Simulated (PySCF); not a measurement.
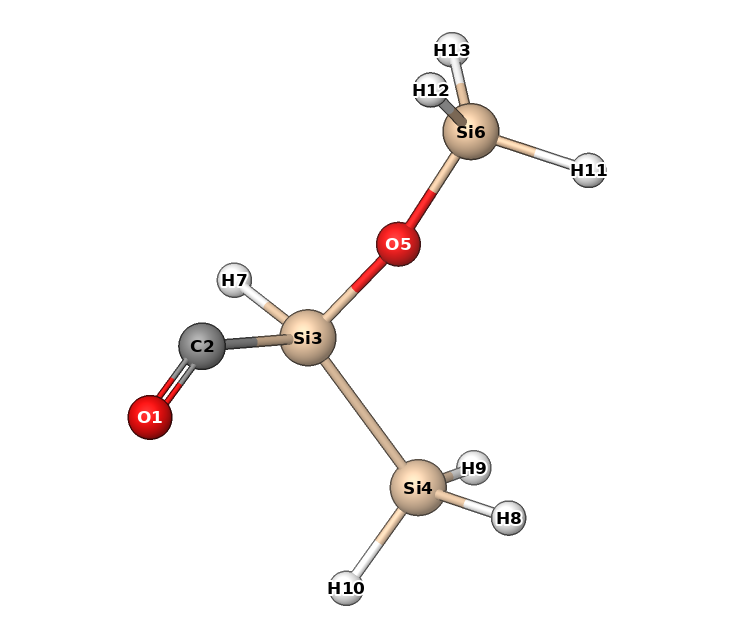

Charge 0, doublet. The computed structure is the end point of a GFN2-xTB optimisation. No frequency run is at hand to confirm it as a minimum. Level of theory: UKS B3LYP, pcH-1 on C H O Si, non-relativistic (PySCF 2.14.0). Fermi-contact and spin-dipolar terms alone, no spin-orbit part.

> Which nucleus has the largest dipolar (anisotropic) hyperfine coupling?

17O at O1: principal values −107.1, 51.8, 55.2 MHz.

List the isotropic and dipolar parts for the most strongly coupled nuclei, one of each equivalent set.

```json
{"atom": "O1", "isotope": "17O", "a_iso (MHz)": "−27.4", "dipolar part (MHz)": "−107.1, 51.8, 55.2"}
{"atom": "C2", "isotope": "13C", "a_iso (MHz)": "211.4", "dipolar part (MHz)": "−41.4, −40.8, 82.2"}
{"atom": "Si3", "isotope": "29Si", "a_iso (MHz)": "−210.8", "dipolar part (MHz)": "−49.0, 22.1, 26.9"}
{"atom": "Si4", "isotope": "29Si", "a_iso (MHz)": "−75.5", "dipolar part (MHz)": "−15.1, 6.7, 8.4"}
{"atom": "H7", "isotope": "1H", "a_iso (MHz)": "−6.3", "dipolar part (MHz)": "−4.3, −2.5, 6.8"}
{"atom": "H10", "isotope": "1H", "a_iso (MHz)": "−4.9", "dipolar part (MHz)": "−1.9, −0.7, 2.6"}
{"atom": "H8", "isotope": "1H", "a_iso (MHz)": "−1.0", "dipolar part (MHz)": "−1.6, −0.6, 2.2"}
{"atom": "H12", "isotope": "1H", "a_iso (MHz)": "1.2", "dipolar part (MHz)": "−1.1, −0.8, 2.0"}
```

The geometry is semi-empirical. Around Si such bond lengths and angles can be off by a tenth of an ångström or more and by several degrees, and values that hang on the shape move with them.
